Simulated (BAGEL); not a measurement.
**One shape, several levels: C4H7 (SMILES [CH]=C(C)C)**

Wanted: a comparison of 3 runs (UHF/STO-3G, UHF/3-21G, UHF/cc-pVDZ) of C4H7. 

The results are computed with BAGEL 1.2.2.

### 1 Starting point

C4H7: 11 atoms, total charge 0, spin state doublet. As SMILES, `[CH]=C(C)C`. One bond was lengthened or shortened from a relaxed shape.

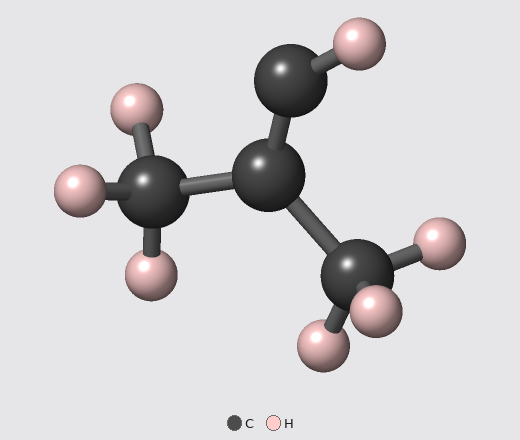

Viewed from a chosen angle; carbon dark grey, hydrogen pink.

### 2 A single-point energy at UHF/STO-3G (density fitting with qzvpp-jkfit) (run 1)

Contents of calc.json:

```json
{ "bagel" : [

{
  "title" : "molecule",
  "basis" : "sto-3g",
  "df_basis" : "qzvpp-jkfit",
  "angstrom" : true,
  "geometry" : [
    { "atom" : "C", "xyz" : [      -0.677798,       1.484853,       0.139535 ] },
    { "atom" : "C", "xyz" : [      -0.052858,       0.356843,       0.013685 ] },
    { "atom" : "C", "xyz" : [       0.333762,      -0.475347,       1.214565 ] },
    { "atom" : "C", "xyz" : [       0.338092,      -0.199567,      -1.354885 ] },
    { "atom" : "H", "xyz" : [      -1.067218,       2.265483,      -0.469095 ] },
    { "atom" : "H", "xyz" : [       1.014592,       0.083343,       1.854605 ] },
    { "atom" : "H", "xyz" : [       0.819322,      -1.399557,       0.915805 ] },
    { "atom" : "H", "xyz" : [      -0.681390,      -0.756030,       1.890720 ] },
    { "atom" : "H", "xyz" : [      -0.546918,      -0.321157,      -1.975925 ] },
    { "atom" : "H", "xyz" : [       1.013432,       0.489063,      -1.859025 ] },
    { "atom" : "H", "xyz" : [       0.830802,      -1.161887,      -1.251735 ] }
  ]
},

{ "title" : "uhf", "nopen" : 1 },

{ "title" : "print", "file" : "orbitals.molden", "orbitals" : true }

]}
```

Command:

```sh
$ BAGEL_NUM_THREADS=1 BAGEL calc.json > calc.out
```

The log of the run:

```text
* using 1 threads per process

  ===============================================================
  ===============================================================

  *** Geometry ***

  { "atom" : "C", "xyz" : [     -1.280853,      2.805966,      0.263683 ] },
  { "atom" : "C", "xyz" : [     -0.099887,      0.674336,      0.025861 ] },
  { "atom" : "C", "xyz" : [      0.630719,     -0.898276,      2.295195 ] },
  { "atom" : "C", "xyz" : [      0.638901,     -0.377127,     -2.560362 ] },
  { "atom" : "H", "xyz" : [     -2.016750,      4.281142,     -0.886461 ] },
  { "atom" : "H", "xyz" : [      1.917301,      0.157495,      3.504696 ] },
  { "atom" : "H", "xyz" : [      1.548294,     -2.644779,      1.730621 ] },
  { "atom" : "H", "xyz" : [     -1.287640,     -1.428690,      3.572943 ] },
  { "atom" : "H", "xyz" : [     -1.033525,     -0.606899,     -3.733957 ] },
  { "atom" : "H", "xyz" : [      1.915109,      0.924195,     -3.513048 ] },
  { "atom" : "H", "xyz" : [      1.569988,     -2.195648,     -2.365436 ] },

  Number of auxiliary basis functions:      426

  Since a DF basis is specified, we compute 2- and 3-index integrals:
    o Being stored without compression. Storage requirement is 0.002 GB

  Number of basis functions:       27
  Number of electrons      :       31

    * METHOD: MOLECULE                             0.12

  *** Open-shell HF ***

  === Nuclear Repulsion ===
   111.5998952330

      * DIIS with orbital gradients will be used.

  === UHF iteration (sto-3g) ===
      0       -153.50894019          0.02295106           0.03
      1       -153.55503026          0.00976647           0.02
      2       -153.56267008          0.00458810           0.02
      3       -153.56487643          0.00154242           0.03
      4       -153.56705084          0.00035494           0.03
      5       -153.56884116          0.00020952           0.03
[... 14 lines of this table left out ...]
     20       -153.57758805          0.00000001           0.03
     21       -153.57758805          0.00000001           0.02
    * SCF iteration converged.

    * S^2 (UHF) is 1.1105

    * Permanent dipole moment:
           (   -0.046047,     0.034443,     0.112499) a.u.

    * METHOD: UHF                                  0.62

    * METHOD: PRINT                                0.00

  ===============================================================
```

It took 0.91 s on 1 thread of Arm Neoverse V2, shared host.

### 3 A single-point energy at UHF/3-21G (density fitting with qzvpp-jkfit) (run 2)

Contents of job.json:

```json
{ "bagel" : [

{
  "title" : "molecule",
  "basis" : "3-21g",
  "df_basis" : "qzvpp-jkfit",
  "angstrom" : true,
  "geometry" : [
    { "atom" : "C", "xyz" : [      -0.677798,       1.484853,       0.139535 ] },
    { "atom" : "C", "xyz" : [      -0.052858,       0.356843,       0.013685 ] },
    { "atom" : "C", "xyz" : [       0.333762,      -0.475347,       1.214565 ] },
    { "atom" : "C", "xyz" : [       0.338092,      -0.199567,      -1.354885 ] },
    { "atom" : "H", "xyz" : [      -1.067218,       2.265483,      -0.469095 ] },
    { "atom" : "H", "xyz" : [       1.014592,       0.083343,       1.854605 ] },
    { "atom" : "H", "xyz" : [       0.819322,      -1.399557,       0.915805 ] },
    { "atom" : "H", "xyz" : [      -0.681390,      -0.756030,       1.890720 ] },
    { "atom" : "H", "xyz" : [      -0.546918,      -0.321157,      -1.975925 ] },
    { "atom" : "H", "xyz" : [       1.013432,       0.489063,      -1.859025 ] },
    { "atom" : "H", "xyz" : [       0.830802,      -1.161887,      -1.251735 ] }
  ]
},

{
  "title" : "uhf",
  "nopen" : 1
},

{
  "title" : "print",
  "file" : "orbitals.molden",
  "orbitals" : true
}

]}
```

Command:

```sh
$ BAGEL_NUM_THREADS=1 BAGEL job.json > job.out
```

The log of the run:

```text
* using 1 threads per process

  ===============================================================
  ===============================================================

  *** Geometry ***

  { "atom" : "C", "xyz" : [     -1.280853,      2.805966,      0.263683 ] },
  { "atom" : "C", "xyz" : [     -0.099887,      0.674336,      0.025861 ] },
  { "atom" : "C", "xyz" : [      0.630719,     -0.898276,      2.295195 ] },
  { "atom" : "C", "xyz" : [      0.638901,     -0.377127,     -2.560362 ] },
  { "atom" : "H", "xyz" : [     -2.016750,      4.281142,     -0.886461 ] },
  { "atom" : "H", "xyz" : [      1.917301,      0.157495,      3.504696 ] },
  { "atom" : "H", "xyz" : [      1.548294,     -2.644779,      1.730621 ] },
  { "atom" : "H", "xyz" : [     -1.287640,     -1.428690,      3.572943 ] },
  { "atom" : "H", "xyz" : [     -1.033525,     -0.606899,     -3.733957 ] },
  { "atom" : "H", "xyz" : [      1.915109,      0.924195,     -3.513048 ] },
  { "atom" : "H", "xyz" : [      1.569988,     -2.195648,     -2.365436 ] },

  Number of auxiliary basis functions:      426

  Since a DF basis is specified, we compute 2- and 3-index integrals:
    o Being stored without compression. Storage requirement is 0.009 GB

  Number of basis functions:       50
  Number of electrons      :       31

    * METHOD: MOLECULE                             0.13

  *** Open-shell HF ***

  === Nuclear Repulsion ===
   111.5998952330

      * DIIS with orbital gradients will be used.

  === UHF iteration (3-21g) ===
      0       -154.49077878          0.03486909           0.05
      1       -154.56897357          0.00873567           0.05
      2       -154.57742859          0.00347162           0.05
      3       -154.57920091          0.00136257           0.05
      4       -154.58038010          0.00047190           0.05
      5       -154.58112949          0.00025278           0.05
[... 16 lines of this table left out ...]
     22       -154.58539027          0.00000001           0.05
     23       -154.58539027          0.00000001           0.05
    * SCF iteration converged.

    * S^2 (UHF) is 0.9956

    * Permanent dipole moment:
           (   -0.132081,     0.123973,     0.256459) a.u.

    * METHOD: UHF                                  1.29

    * METHOD: PRINT                                0.00

  ===============================================================
```

Wall time 1.6 s (1 thread of Arm Neoverse V2, shared host).

### 4 The energy at UHF/cc-pVDZ (density fitting with qzvpp-jkfit) (run 3)

Contents of input.json:

```json
{ "bagel" : [

{
  "title" : "molecule",
  "basis" : "cc-pvdz.json",
  "df_basis" : "qzvpp-jkfit",
  "angstrom" : true,
  "geometry" : [
    { "atom" : "C", "xyz" : [   -0.677798,    1.484853,    0.139535 ] },
    { "atom" : "C", "xyz" : [   -0.052858,    0.356843,    0.013685 ] },
    { "atom" : "C", "xyz" : [    0.333762,   -0.475347,    1.214565 ] },
    { "atom" : "C", "xyz" : [    0.338092,   -0.199567,   -1.354885 ] },
    { "atom" : "H", "xyz" : [   -1.067218,    2.265483,   -0.469095 ] },
    { "atom" : "H", "xyz" : [    1.014592,    0.083343,    1.854605 ] },
    { "atom" : "H", "xyz" : [    0.819322,   -1.399557,    0.915805 ] },
    { "atom" : "H", "xyz" : [   -0.681390,   -0.756030,    1.890720 ] },
    { "atom" : "H", "xyz" : [   -0.546918,   -0.321157,   -1.975925 ] },
    { "atom" : "H", "xyz" : [    1.013432,    0.489063,   -1.859025 ] },
    { "atom" : "H", "xyz" : [    0.830802,   -1.161887,   -1.251735 ] }
  ]
},
{
  "title" : "uhf",
  "nopen" : 1
},
{
  "title" : "print",
  "file" : "orbitals.molden",
  "orbitals" : true
}

]}
```

The basis set cc-pVDZ is read from a file made from the Basis Set Exchange's data (not shown).

Command:

```sh
$ BAGEL_NUM_THREADS=1 BAGEL input.json > input.out
```

The log of the run:

```text
* using 1 threads per process

  ===============================================================
  ===============================================================

  *** Geometry ***

  { "atom" : "C", "xyz" : [     -1.280853,      2.805966,      0.263683 ] },
  { "atom" : "C", "xyz" : [     -0.099887,      0.674336,      0.025861 ] },
  { "atom" : "C", "xyz" : [      0.630719,     -0.898276,      2.295195 ] },
  { "atom" : "C", "xyz" : [      0.638901,     -0.377127,     -2.560362 ] },
  { "atom" : "H", "xyz" : [     -2.016750,      4.281142,     -0.886461 ] },
  { "atom" : "H", "xyz" : [      1.917301,      0.157495,      3.504696 ] },
  { "atom" : "H", "xyz" : [      1.548294,     -2.644779,      1.730621 ] },
  { "atom" : "H", "xyz" : [     -1.287640,     -1.428690,      3.572943 ] },
  { "atom" : "H", "xyz" : [     -1.033525,     -0.606899,     -3.733957 ] },
  { "atom" : "H", "xyz" : [      1.915109,      0.924195,     -3.513048 ] },
  { "atom" : "H", "xyz" : [      1.569988,     -2.195648,     -2.365436 ] },

  Number of auxiliary basis functions:      426

  Since a DF basis is specified, we compute 2- and 3-index integrals:
    o Being stored without compression. Storage requirement is 0.028 GB

  Number of basis functions:       91
  Number of electrons      :       31

    * METHOD: MOLECULE                             0.19

  *** Open-shell HF ***

  === Nuclear Repulsion ===
   111.5998952330

      * DIIS with orbital gradients will be used.

  === UHF iteration (cc-pvdz.json) ===
      0       -155.29181970          0.02630292           0.11
      1       -155.43139020          0.01042741           0.11
      2       -155.44927254          0.00501058           0.10
      3       -155.45334412          0.00155212           0.10
      4       -155.45463387          0.00049480           0.10
      5       -155.45516963          0.00021479           0.10
[... 18 lines of this table left out ...]
     24       -155.45837152          0.00000001           0.10
     25       -155.45837152          0.00000001           0.10
    * SCF iteration converged.

    * S^2 (UHF) is 0.9504

    * Permanent dipole moment:
           (   -0.147682,     0.145064,     0.265201) a.u.

    * METHOD: UHF                                  2.82

    * METHOD: PRINT                                0.01

  ===============================================================
```

Run time: 3.3 s. Hardware: 1 thread of Arm Neoverse V2, shared host; peak memory 0.11 GiB.

### 5 Overview of the runs

| run | level | energy (Eh) | dipole moment (D) | ⟨S²⟩ | wall time |
| --- | --- | --- | --- | --- | --- |
| 1 | UHF/STO-3G (density fitting with qzvpp-jkfit) | -153.577588 | 0.32 | 1.111 | 0.91 s |
| 2 | UHF/3-21G (density fitting with qzvpp-jkfit) | -154.585390 | 0.80 | 0.996 | 1.6 s |
| 3 | UHF/cc-pVDZ (density fitting with qzvpp-jkfit) | -155.458372 | 0.86 | 0.950 | 3.3 s |

### 6 What came out

| quantity | value |
| --- | --- |
| run 3: total energy | -155.45837 Eh |
| run 3: dipole moment | 0.86 D |
| run 3: ⟨S²⟩ | 0.950 |

What this shows: The dipole moment (its size) runs from 0.32 D (UHF/STO-3G) to 0.86 D (UHF/cc-pVDZ). In run 1 the basis is minimal, so the values are rough. Spin contamination of the reference: run 1 ⟨S²⟩ = 1.11, run 2 ⟨S²⟩ = 1.00, run 3 ⟨S²⟩ = 0.95. All runs together took 5.8 s, the longest 3.3 s.
